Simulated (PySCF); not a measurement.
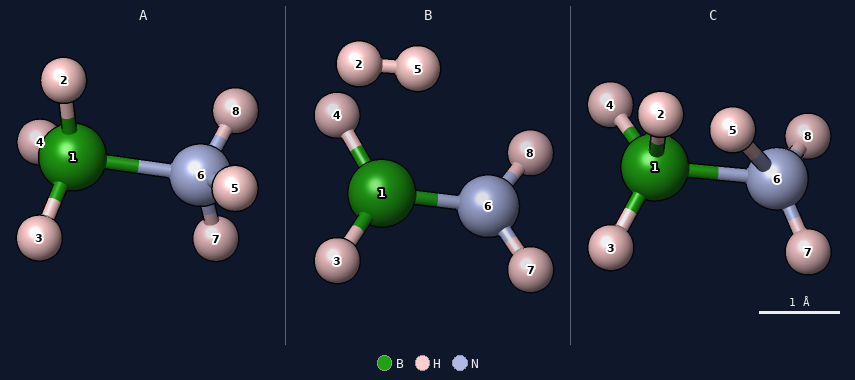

Three geometries of BNH6: a saddle point and the two relaxed ends that it joins, in shuffled order. Style: ball-and-stick. Shown at a tilt. Sticks join atoms that are closer than about 1.2 times the sum of their covalent radii (a little more with hydrogen).

Stationary points at PBE0-D4/def2-TZVP, single-point energies with CCSD(T)/CBS (def2-TZVPP where no basis is named; PySCF 2.14.0). The energies are electronic, without zero-point or thermal terms, and both ends are the relaxed geometries reached downhill from the saddle, with any fragments still in contact. CCSD(T)/CBS stands for a frozen-core estimate: MP2 correlation extrapolated from def2-TZVPP and def2-QZVPP, CCSD(T) minus MP2 from the smaller set.

### Identify the saddle point and describe the reaction.

Frame C is the saddle point. Counted by bonded pieces, A holds BH₃ + NH₃ and B holds BH₄N + H₂. From A over the saddle to B, bonds form: B1–N6 (1.64 → 1.57 → 1.39 Å), H2–H5 (2.56 → 0.99 → 0.75 Å). Bonds break: B1–H2 (1.21 → 1.36 → 3.31 Å), H5–N6 (1.01 → 1.38 → 3.63 Å). The saddle has one imaginary mode, 1351i cm⁻¹. The end B keeps a soft imaginary mode of 52i cm⁻¹, so it isn't quite a minimum. With CCSD(T)/CBS the barrier is 39.9 kcal/mol from A and 39.6 kcal/mol from B, and B lies 0.3 kcal/mol above A.
